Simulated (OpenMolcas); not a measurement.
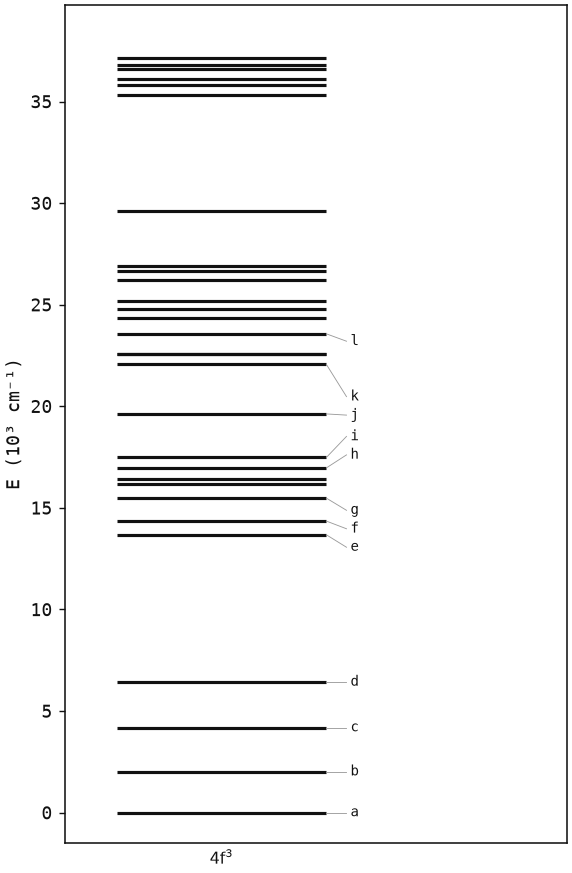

Figure 1. The lowest computed levels of Nd IV (Nd³⁺), 12 of them lettered. a: 4f³ ⁴I°₉/₂ at 0; b: 4f³ ⁴I°₁₁/₂ at 2,020 cm⁻¹; c: 4f³ ⁴I°₁₃/₂ at 4,180 cm⁻¹; d: 4f³ ⁴I°₁₅/₂ at 6,430 cm⁻¹; e: 4f³ ²H°₉/₂ at 13,700 cm⁻¹; f: 4f³ ⁴F°₃/₂ at 14,300 cm⁻¹; g: 4f³ ⁴F°₅/₂ at 15,500 cm⁻¹; h: 4f³ ²H°₁₁/₂ at 17,000 cm⁻¹; i: 4f³ ⁴F°₉/₂ at 17,500 cm⁻¹; j: 4f³ ²G°₇/₂ at 19,600 cm⁻¹; k: 4f³ ⁴G°₅/₂ at 22,100 cm⁻¹; l: 4f³ ⁴G°₇/₂ at 23,600 cm⁻¹.

# Multiconfigurational calculation, with input and output: Nd³⁺

Nd³⁺. Computed at this level: state-averaged SS-CASPT2, IPEA shift 0.25, imaginary shift 0.1 hartree, active space 3 electrons in the shell 4f, basis ANO-R3, X2C scalar Hamiltonian, spin-orbit coupling by RASSI with atomic mean-field integrals (OpenMolcas).

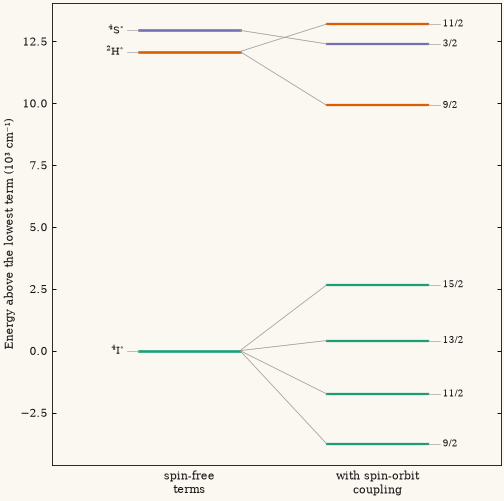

Figure 2. Terms of Nd³⁺ (neodymium, Z = 60) without and with spin-orbit coupling; numbers at the right are J. ⁴I° (at 0) splits over 6,430 cm⁻¹ into J = 9/2, 11/2, 13/2, 15/2 from the bottom up (normal); ²H° (at 12,100 cm⁻¹) splits over 3,290 cm⁻¹ into J = 9/2, 11/2 from the bottom up (normal); ⁴S° (at 12,900 cm⁻¹) gives the one level J = 3/2. The ground level lies 3,770 cm⁻¹ below the lowest term.

Input and output of the run follow.

## The input
```
&GATEWAY
Coord
1

Nd 0.0 0.0 0.0
Basis=ANO-R3
Group=XYZ
NoMove
AngMom=0.0 0.0 0.0
AMFI
&SEWARD
&RASSCF
FileOrb=start.orb
Symmetry=2
Spin=4
nActEl=3 0 0
Inactive=15 12
Ras2=0 7
CIRoot=35 35 1
SDav=35
CIMx=300
Iter=120 100
PrWF=0.3
OrbListing=Nothing
MaxOrb=0
Atom
>>> COPY $Project.JobIph JOB001
&RASSCF
FileOrb=start.orb
Symmetry=2
Spin=2
nActEl=3 0 0
Inactive=15 12
Ras2=0 7
CIRoot=112 112 1
SDav=112
CIMx=300
Iter=120 100
PrWF=0.3
OrbListing=Nothing
MaxOrb=0
Atom
>>> COPY $Project.JobIph JOB002
&RASSI
NrOfJobIphs=2 35 105
1 2 3 4 5 6 7 8 9 10 11 12 13 14 15 16 17 18 19 20 21 22 23 24 25 26 27
28 29 30 31 32 33 34 35
1 2 3 4 5 6 7 8 9 10 11 12 13 14 15 16 17 18 19 20 21 22 23 24 25 26 27
28 29 30 31 32 33 34 35 36 37 38 39 40 41 42 43 44 45 46 47 48 49 50 51
52 53 54 55 56 57 58 59 60 61 62 63 64 65 66 67 68 69 70 71 72 73 74 75
76 77 78 79 80 81 82 83 84 85 86 87 88 89 90 91 92 93 94 95 96 97 98 99
100 101 102 103 104 105
IphNames
JOB001
JOB002
EJob
SpinOrbit
DIPRint=1.0
SOCoupling=1000.0
Subsets=2
MEES
Property=10
'ANGMOM' 1 'ANGMOM' 2 'ANGMOM' 3 'MLTPL  1' 1 'MLTPL  1' 2 'MLTPL  1' 3
'AMFI' 1 'AMFI' 2 'AMFI' 3 'MLTPL  2' 6
SOProperty=3
'ANGMOM' 1 'ANGMOM' 2 'ANGMOM' 3
>>> COPY JOB001 $Project.JobIph
&CASPT2
Multistate=35 1 2 3 4 5 6 7 8 9 10 11 12 13 14 15 16 17 18 19 20 21 22
23 24 25 26 27 28 29 30 31 32 33 34 35
Frozen=15 12
IPEA=0.25
Imaginary=0.1
MaxIter=60
WThr=0.0 0.3 0.05
PrWF=0.5
NoMix
>>> COPY JOB002 $Project.JobIph
&CASPT2
Multistate=105 1 2 3 4 5 6 7 8 9 10 11 12 13 14 15 16 17 18 19 20 21 22
23 24 25 26 27 28 29 30 31 32 33 34 35 36 37 38 39 40 41 42 43 44 45 46
47 48 49 50 51 52 53 54 55 56 57 58 59 60 61 62 63 64 65 66 67 68 69 70
71 72 73 74 75 76 77 78 79 80 81 82 83 84 85 86 87 88 89 90 91 92 93 94
95 96 97 98 99 100 101 102 103 104 105
NoMult
Frozen=15 12
IPEA=0.25
Imaginary=0.1
MaxIter=60
WThr=0.0 0.3 0.05
PrWF=0.5
NoMix
```

The file start.orb holds starting orbitals from an earlier step. A driver script formed the levels outside the program, from RASSI's spin-orbit matrix and the CASPT2 energies (for multi-state variants, the effective Hamiltonian), averaged over the components of each term or state. The log and the time are those of the CASPT2 step.

## Output (extracts)
```
--- CASPT2 ---
Orbital specifications:
      -----------------------

      Symmetry species                           1   2
                                                ag  au
      Frozen orbitals                           15  12
      Inactive orbitals                          0   0
      Active orbitals                            0   7
      Secondary orbitals                        46  51
      Deleted orbitals                           0   0
      Number of basis functions                 61  70
Type of calculation                        MS-CASPT2
      Fock operator                              state-specific
      IPEA shift                                 0.25
      Real shift                                 0.00
      Imaginary shift                            0.10
      The input orbitals will be transformed to quasi-canonical
Reference energy:       -9618.4192015308
      E2 (Non-variational):      -0.0182147796
      Shift correction:          -0.0000322191
      E2 (Variational):          -0.0182469986
      Total energy:           -9618.4374485294
      Residual norm:              0.0000007854
      Reference weight:           0.99513
      Contributions to the CASPT2 correlation energy
      Active & Virtual Only:         -0.0182147796
      One Inactive Excited:           0.0000000000
      Two Inactive Excited:           0.0000000000
Reference energy:       -9618.4192015308
      E2 (Non-variational):      -0.0183766330
      Shift correction:          -0.0000353075
      E2 (Variational):          -0.0184119405
      Total energy:           -9618.4376134712
      Residual norm:              0.0000001335
      Reference weight:           0.99493
      Contributions to the CASPT2 correlation energy
      Active & Virtual Only:         -0.0183766330
      One Inactive Excited:           0.0000000000
      Two Inactive Excited:           0.0000000000
::    CASPT2 Root  1     Total energy:  -9618.43744853
::    CASPT2 Root  2     Total energy:  -9618.43761347
::    CASPT2 Root  3     Total energy:  -9618.43763758
::    CASPT2 Root  4     Total energy:  -9618.43697242
::    CASPT2 Root  5     Total energy:  -9618.43748744
::    CASPT2 Root  6     Total energy:  -9618.43793173
::    CASPT2 Root  7     Total energy:  -9618.43764412
::    CASPT2 Root  8     Total energy:  -9618.43746411
::    CASPT2 Root  9     Total energy:  -9618.43761661
::    CASPT2 Root 10     Total energy:  -9618.43737809
::    CASPT2 Root 11     Total energy:  -9618.43714984
::    CASPT2 Root 12     Total energy:  -9618.43792437
::    CASPT2 Root 13     Total energy:  -9618.43754225
::    CASPT2 Root 14     Total energy:  -9618.37902162
::    CASPT2 Root 15     Total energy:  -9618.37739079
::    CASPT2 Root 16     Total energy:  -9618.37746095
::    CASPT2 Root 17     Total energy:  -9618.37749339
::    CASPT2 Root 18     Total energy:  -9618.37740350
::    CASPT2 Root 19     Total energy:  -9618.37773756
::    CASPT2 Root 20     Total energy:  -9618.37745236
::    CASPT2 Root 21     Total energy:  -9618.37814769
::    CASPT2 Root 22     Total energy:  -9618.34246944
::    CASPT2 Root 23     Total energy:  -9618.34172056
::    CASPT2 Root 24     Total energy:  -9618.34168041
::    CASPT2 Root 25     Total energy:  -9618.34214466
::    CASPT2 Root 26     Total energy:  -9618.34219561
::    CASPT2 Root 27     Total energy:  -9618.34196174
::    CASPT2 Root 28     Total energy:  -9618.34230457
::    CASPT2 Root 29     Total energy:  -9618.34169239
::    CASPT2 Root 30     Total energy:  -9618.34243523
--- CASPT2 ---
Orbital specifications:
      -----------------------

      Symmetry species                           1   2
                                                ag  au
      Frozen orbitals                           15  12
      Inactive orbitals                          0   0
      Active orbitals                            0   7
      Secondary orbitals                        46  51
      Deleted orbitals                           0   0
      Number of basis functions                 61  70
Type of calculation                        SS-CASPT2
      Fock operator                              state-specific
      IPEA shift                                 0.25
      Real shift                                 0.00
      Imaginary shift                            0.10
      The input orbitals will be transformed to quasi-canonical
Reference energy:       -9618.3531340045
      E2 (Non-variational):      -0.0290602828
      Shift correction:          -0.0002658971
      E2 (Variational):          -0.0293261799
      Total energy:           -9618.3824601844
      Residual norm:              0.0000005453
      Reference weight:           0.98536
      Contributions to the CASPT2 correlation energy
      Active & Virtual Only:         -0.0290602828
      One Inactive Excited:           0.0000000000
      Two Inactive Excited:           0.0000000000
Reference energy:       -9618.3531340045
      E2 (Non-variational):      -0.0290208154
      Shift correction:          -0.0002523599
      E2 (Variational):          -0.0292731752
      Total energy:           -9618.3824071798
      Residual norm:              0.0000005278
      Reference weight:           0.98560
      Contributions to the CASPT2 correlation energy
      Active & Virtual Only:         -0.0290208154
      One Inactive Excited:           0.0000000000
      Two Inactive Excited:           0.0000000000
::    CASPT2 Root  1     Total energy:  -9618.38246018
::    CASPT2 Root  2     Total energy:  -9618.38240718
::    CASPT2 Root  3     Total energy:  -9618.38241272
::    CASPT2 Root  4     Total energy:  -9618.38245286
::    CASPT2 Root  5     Total energy:  -9618.38253663
::    CASPT2 Root  6     Total energy:  -9618.38249088
::    CASPT2 Root  7     Total energy:  -9618.38247605
::    CASPT2 Root  8     Total energy:  -9618.38250406
::    CASPT2 Root  9     Total energy:  -9618.38244069
::    CASPT2 Root 10     Total energy:  -9618.38243972
::    CASPT2 Root 11     Total energy:  -9618.38245991
::    CASPT2 Root 12     Total energy:  -9618.36242037
::    CASPT2 Root 13     Total energy:  -9618.36241300
::    CASPT2 Root 14     Total energy:  -9618.36255252
::    CASPT2 Root 15     Total energy:  -9618.36259903
::    CASPT2 Root 16     Total energy:  -9618.36238030
::    CASPT2 Root 17     Total energy:  -9618.36250419
::    CASPT2 Root 18     Total energy:  -9618.36212075
::    CASPT2 Root 19     Total energy:  -9618.36237255
::    CASPT2 Root 20     Total energy:  -9618.36206534
::    CASPT2 Root 21     Total energy:  -9618.34615714
::    CASPT2 Root 22     Total energy:  -9618.34626444
::    CASPT2 Root 23     Total energy:  -9618.34621886
::    CASPT2 Root 24     Total energy:  -9618.34604217
::    CASPT2 Root 25     Total energy:  -9618.34608117
::    CASPT2 Root 26     Total energy:  -9618.34613484
::    CASPT2 Root 27     Total energy:  -9618.34613431
::    CASPT2 Root 28     Total energy:  -9618.34604820
::    CASPT2 Root 29     Total energy:  -9618.34613515
::    CASPT2 Root 30     Total energy:  -9618.34599122
```

## Spin-orbit levels, grouped by J and assigned (the lowest 15)

| Configuration | Level | E (cm⁻¹) | LS purity (%) | Landé g |
| --- | --- | --- | --- | --- |
| 4f³ | ⁴I°₉/₂ | 0 | 97 | 0.732 |
| 4f³ | ⁴I°₁₁/₂ | 2,019 | 99 | 0.966 |
| 4f³ | ⁴I°₁₃/₂ | 4,179 | 100 | 1.107 |
| 4f³ | ⁴I°₁₅/₂ | 6,432 | 99 | 1.199 |
| 4f³ | ²H°₉/₂ | 13,670 | 78 | 0.951 |
| 4f³ | ⁴F°₃/₂ | 14,350 | 94 | 0.431 |
| 4f³ | ⁴F°₅/₂ | 15,480 | 97 | 1.032 |
| 4f³ | ⁴S°₃/₂ | 16,160 | 94 | 1.953 |
| 4f³ | ⁴F°₇/₂ | 16,400 | 86 | 1.190 |
| 4f³ | ²H°₁₁/₂ | 16,970 | 97 | 1.093 |
| 4f³ | ⁴F°₉/₂ | 17,480 | 78 | 1.263 |
| 4f³ | ²G°₇/₂ | 19,620 | 81 | 0.941 |
| 4f³ | ⁴G°₅/₂ | 22,060 | 99 | 0.574 |
| 4f³ | ²G°₉/₂ | 22,570 | 65 | 1.139 |
| 4f³ | ²K°₁₃/₂ | 22,590 | 99 | 0.935 |

## Key numbers

```
                                 quantity                                                     value
                                  outcome  converged; degenerate states are split by up to 236 cm⁻¹
                             lowest level                                                4f³ ⁴I°₉/₂
                      first excited level                 4f³ ⁴I°₁₁/₂, 2,019 cm⁻¹ (measured: 1,897)
      energy of the lowest spin-free term                                       −9618.43752 hartree
    energy of the lowest spin-orbit level                                       −9618.45471 hartree
                CASPT2 correlation energy                                           −0.0183 hartree
largest spread among components of a term                                                235.9 cm⁻¹
                  lowest reference weight                                                     0.969
                                 hardware                                 1 CPU thread, shared host
                                wall time                                                      69 s
```

## Notes

Against measured levels the run misses widely: 4f3 4F* J = 3/2 comes out at 14,350 cm⁻¹ where 11,698 cm⁻¹ is measured. The components of ⁴F°, which symmetry makes degenerate, are split by 236 cm⁻¹ in CASPT2, and those of 6 more by over 50 cm⁻¹. This is an artefact; the levels of such states rest on averages and are uncertain by about as much. The run is of multi-state type; this report uses its single-state energies. Caveats: only configurations of the active space are included; levels of higher terms that fall inside the range are not drawn.
